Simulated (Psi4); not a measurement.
# H3PO (SMILES O=[PH3]) at 5 levels

Wanted: a comparison of 5 runs (PBE/3-21G, B2PLYP/cc-pVDZ, PBE0/def2-SVP, ACPF/3-21G, UCCSD(T)/heavy-aug-cc-pVDZ) of H3PO. 

The calculation is run with Psi4 1.11.

2 further runs of the same task are left out: 2 set aside as unsound or not needed.

## 1. The system as given

H3PO: 5 atoms, total charge 0, spin state singlet. SMILES: `O=[PH3]`. Geometry: relaxed at GFN2-xTB.

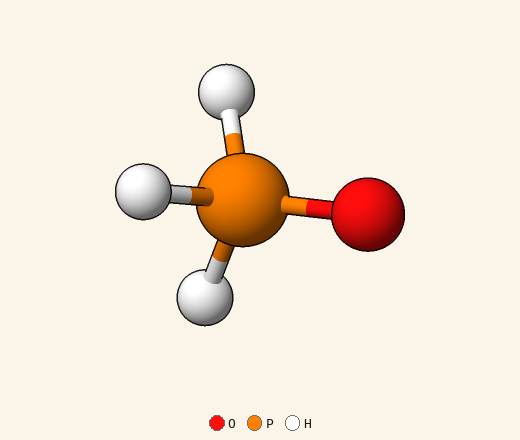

Viewed from a chosen angle; oxygen red, phosphorus orange, hydrogen white.

## 2. Energy and gradient at PBE/3-21G (run 1)

Input file calc.py:

```python
import psi4

psi4.set_memory('1600 MB')
psi4.set_num_threads(1)
psi4.core.set_output_file('h3op.out', False)

mol = psi4.geometry("""
O     -1.381960    -0.328270     0.532950
P     -0.058510    -0.014650     0.022530
H      0.807060     0.564860     0.939400
H      0.663660    -1.098320    -0.454890
H     -0.030250     0.876380    -1.039990
symmetry c1
no_reorient
no_com
""")

psi4.set_options({
    'basis': '3-21G',
    'puream': True,
    'e_convergence': 1e-09,
    'd_convergence': 1e-08,
    'scf_type': 'pk',
    'dft_radial_points': 99,
    'dft_spherical_points': 590,
})

e, wfn = psi4.gradient("pbe", molecule=mol, return_wfn=True)
psi4.oeprop(wfn, "DIPOLE", "QUADRUPOLE", "WIBERG_LOWDIN_INDICES")
print('gradient / Eh bohr^-1')
print(e.np.round(6))
print(f'energy = {wfn.energy():.10f} Eh')
```

Command:

```bash
python calc.py
```

h3op.out:

```text
[...]
  Running in c1 symmetry.
[...]
  Nuclear repulsion =   66.903001425581039
[...]
  Multiplicity = 1
[...]
  Nalpha       = 13
  Nbeta        = 13
[...]
    Number of basis functions: 28
[...]
   @RKS iter   1:  -415.63892687805276    2.28242e-01   2.64732e-02 DIIS/ADIIS
[...]
   @RKS iter  10:  -415.85722423688276   -1.25056e-12   9.75481e-09 DIIS
[...]
    Orbital Energies [Eh]
    ---------------------
    Doubly Occupied:
       1A    -75.841536     2A    -18.612061     3A     -6.350876
       4A     -4.573319     5A     -4.568938     6A     -4.568929
       7A     -0.918934     8A     -0.611130     9A     -0.425203
      10A     -0.424846    11A     -0.311033    12A     -0.217394
      13A     -0.217334
[...]
  @RKS Final Energy:  -415.85722423688276
   => Energetics <=
    Nuclear Repulsion Energy =             66.9030014255810386
    One-Electron Energy =                -707.0248072903043521
    Two-Electron Energy =                 256.9792260475577450
    DFT Exchange-Correlation Energy =     -32.7146444197171675
    Empirical Dispersion Energy =           0.0000000000000000
    VV10 Nonlocal Energy =                  0.0000000000000000
    Total Energy =                       -415.8572242368827574
[...]
  -Total Gradient:
     Atom            X                  Y                   Z
    ------   -----------------  -----------------  -----------------
       1        0.179004207476     0.042501407913    -0.069038957386
       2       -0.120559046883    -0.028836057637     0.046245931347
       3       -0.025314772290    -0.012544843900    -0.012689426680
       4       -0.022884236092     0.017292640798     0.012363443841
       5       -0.010244997362    -0.018412877047     0.023118606263
[...]
 Multipole Moments:
 ------------------------------------------------------------------------------------
     Multipole            Electronic (a.u.)      Nuclear  (a.u.)        Total (a.u.)
 ------------------------------------------------------------------------------------
 L = 1.  Multiply by 2.5417464519 to convert [e a0] to [Debye]
 Dipole X            :         21.0195126          -19.8286317            1.1908809
 Dipole Y            :          5.0108331           -4.7299656            0.2808675
 Dipole Z            :         -8.1055527            7.6459642           -0.4595885
 Magnitude           :                                                    1.3070216
 L = 2.  Multiply by 1.3450342976 to convert [e a0^2] to [Debye ang]
 Quadrupole XX       :        -76.9499902           58.6460419          -18.3039483
 Quadrupole XY       :        -12.8094426           11.9364985           -0.8729441
[...]
```

The script printed:

```text
gradient / Eh bohr^-1
[[ 0.179004  0.042501 -0.069039]
 [-0.120559 -0.028836  0.046246]
 [-0.025315 -0.012545 -0.012689]
 [-0.022884  0.017293  0.012363]
 [-0.010245 -0.018413  0.023119]]
energy = -415.8572242369 Eh
```

Wall time 6.6 s (1 thread of Intel Xeon at 2.60GHz (Ice Lake), shared host); peak memory 0.41 GiB.

## 3. A single-point energy at B2PLYP/cc-pVDZ (density fitting for correlation) (run 2)

Input file input.in:

```
memory 1600 mb

molecule mol {
  0 1
  O     -1.381960    -0.328270     0.532950
  P     -0.058510    -0.014650     0.022530
  H      0.807060     0.564860     0.939400
  H      0.663660    -1.098320    -0.454890
  H     -0.030250     0.876380    -1.039990
  symmetry c1
}

set puream true
set e_convergence 1e-09
set d_convergence 1e-08
set scf_type pk
set dft_radial_points 99
set dft_spherical_points 590
set num_frozen_docc 6

e, wfn = energy('b2plyp/cc-pVDZ', return_wfn=True)
```

Command:

```bash
psi4 -n 1 input.in input.out
```

input.out:

```text
[...]
  Running in c1 symmetry.
[...]
  Nuclear repulsion =   66.903001425581039
[...]
  Multiplicity = 1
[...]
  Nalpha       = 13
  Nbeta        = 13
[...]
    Number of basis functions: 47
[...]
   @RKS iter   1:  -417.87643869319714   -2.41971e-03   1.31286e-02 ADIIS/DIIS
[...]
   @RKS iter  10:  -418.03809031722034   -1.25056e-12   2.44253e-09 DIIS
[...]
    Orbital Energies [Eh]
    ---------------------
    Doubly Occupied:
       1A    -78.371176     2A    -19.672040     3A     -7.025552
       4A     -5.076968     5A     -5.076425     6A     -5.076422
       7A     -1.113464     8A     -0.741872     9A     -0.520374
      10A     -0.519997    11A     -0.448666    12A     -0.341547
      13A     -0.341461
[...]
  @RKS Final Energy:  -418.03809031722034
   => Energetics <=
    Nuclear Repulsion Energy =             66.9030014255810386
    One-Electron Energy =                -709.9360139048495739
    Two-Electron Energy =                 240.7840216628199528
    DFT Exchange-Correlation Energy =     -15.7890995007717336
    Empirical Dispersion Energy =           0.0000000000000000
    VV10 Nonlocal Energy =                  0.0000000000000000
    Total Energy =                       -418.0380903172203375
[...]
 Multipole Moments:
 ------------------------------------------------------------------------------------
     Multipole            Electronic (a.u.)      Nuclear  (a.u.)        Total (a.u.)
 ------------------------------------------------------------------------------------
 L = 1.  Multiply by 2.5417464519 to convert [e a0] to [Debye]
 Dipole X            :         -0.9082534            2.2501042            1.3418508
 Dipole Y            :         -0.2200272            0.5367392            0.3167120
 Dipole Z            :          0.3499460           -0.8676454           -0.5176994
 Magnitude           :                                                    1.4727127
[...]
```

Wall time 6.6 s (1 thread of Intel Xeon at 2.60GHz (Ice Lake), shared host); peak memory 0.7 GiB.

Runs 3 to 4 aren't shown in full; the table further down has their settings and results.

## 4. The energy at UCCSD(T)/heavy-aug-cc-pVDZ (density fitting) (run 5)

Input file h3op.inp:

```
memory 1600 mb

molecule geom {
  0 1
  O     -1.381960    -0.328270     0.532950
  P     -0.058510    -0.014650     0.022530
  H      0.807060     0.564860     0.939400
  H      0.663660    -1.098320    -0.454890
  H     -0.030250     0.876380    -1.039990
  units angstrom
  no_reorient
  no_com
}

set reference uhf
set freeze_core true
set level_shift 0.5
set basis_guess 3-21G
set maxiter 50

energy('ccsd(t)/heavy-aug-cc-pVDZ')
```

Command:

```bash
psi4 h3op.inp h3op.out -n 1
```

h3op.out:

```text
[...]
  Running in c1 symmetry.
[...]
  Nuclear repulsion =   66.903001425581039
[...]
  Multiplicity = 1
[...]
  Nalpha       = 13
  Nbeta        = 13
[...]
    Number of basis functions: 28
[...]
   @UHF iter   1:  -414.92611929237626   -8.14164e-02   1.88241e-02 ADIIS/DIIS/SHIFT
[...]
   @UHF iter  10:  -417.33516004770115   -1.87583e-12   2.67328e-09 DIIS
[...]
   @S^2 Observed:               -3.552713679E-14
[...]
    Orbital Energies [Eh]
    ---------------------
    Alpha Occupied:
       1A    -80.048063     2A    -20.511735     3A     -7.583158
       4A     -5.480161     5A     -5.478993     6A     -5.478989
       7A     -1.318414     8A     -0.870128     9A     -0.620191
      10A     -0.619799    11A     -0.565156    12A     -0.444177
      13A     -0.444051
    Alpha Virtual:
      14A      0.055495    15A      0.077035    16A      0.079110
      17A      0.079120    18A      0.188104    19A      0.188747
      20A      0.189122    21A      0.240512    22A      0.262893
      23A      0.262923    24A      0.286864    25A      0.334982
[...]
  @UHF Final Energy:  -417.33516004770115
   => Energetics <=
    Nuclear Repulsion Energy =             66.9030014255810386
    One-Electron Energy =                -709.5502925175538849
    Two-Electron Energy =                 225.3121310442717515
    Total Energy =                       -417.3351600477011516
  UHF NO Occupations:
  HONO-2 :   11  A 2.0000000
  HONO-1 :   12  A 2.0000000
[...]
 Multipole Moments:
 ------------------------------------------------------------------------------------
     Multipole            Electronic (a.u.)      Nuclear  (a.u.)        Total (a.u.)
 ------------------------------------------------------------------------------------
 L = 1.  Multiply by 2.5417464519 to convert [e a0] to [Debye]
 Dipole X            :         21.3400884          -19.8286317            1.5114567
 Dipole Y            :          5.0870264           -4.7299656            0.3570608
 Dipole Z            :         -8.2290346            7.6459642           -0.5830705
 Magnitude           :                                                    1.6589047
[...]
      * MP2 total energy                      = -417.670393198003410
[...]
      * CCSD total energy                     = -417.691747424048060
[...]
      * CCSD(T) total energy                     = -417.702431842981298
[...]
```

Run time: 18 s. Hardware: 1 thread of Intel Xeon at 2.60GHz (Ice Lake), shared host; peak memory 0.33 GiB.

## 5. Overview of the runs

```
run                                             level      task  frozen core orbitals  energy (Eh)  HOMO energy (eV)  LUMO energy (eV)  HOMO–LUMO gap (eV)  wall time
  1                                         PBE/3-21G  gradient                     0  -415.857224             -5.91              0.69                6.60      6.6 s
  2  B2PLYP/cc-pVDZ (density fitting for correlation)    energy                     6  -418.143147             -9.29              2.17               11.46      6.6 s
  3                                     PBE0/def2-SVP    energy                     0  -417.970482             -7.95              1.11                9.06      6.9 s
  4                      ACPF/3-21G (density fitting)    energy                     0  -415.283256            -11.13              5.22               16.35      1.9 s
  5      UCCSD(T)/heavy-aug-cc-pVDZ (density fitting)    energy                     6  -417.702432            -12.08              1.51               13.59       18 s
```

## 6. Summary of results

```
                                          quantity          value
                               run 5: total energy  -417.70243 Eh
        run 5: HOMO energy (Hartree–Fock orbitals)      -12.08 eV
        run 5: LUMO energy (Hartree–Fock orbitals)        1.51 eV
      run 5: HOMO–LUMO gap (Hartree–Fock orbitals)       13.59 eV
run 5: correlation energy (6 core orbitals frozen)     -367.3 mEh
                             run 5: (T) correction     -10.68 mEh
                              run 5: T1 diagnostic          0.022
```

Over runs 1, 2, 3 the HOMO–LUMO gap runs from 6.60 eV (PBE/3-21G) to 11.46 eV (B2PLYP/cc-pVDZ). The two ends differ in method and basis. A double hybrid's value is that of its SCF part. Totals of different functionals can't be ranked against each other. All runs together took 40 s, the longest 18 s.
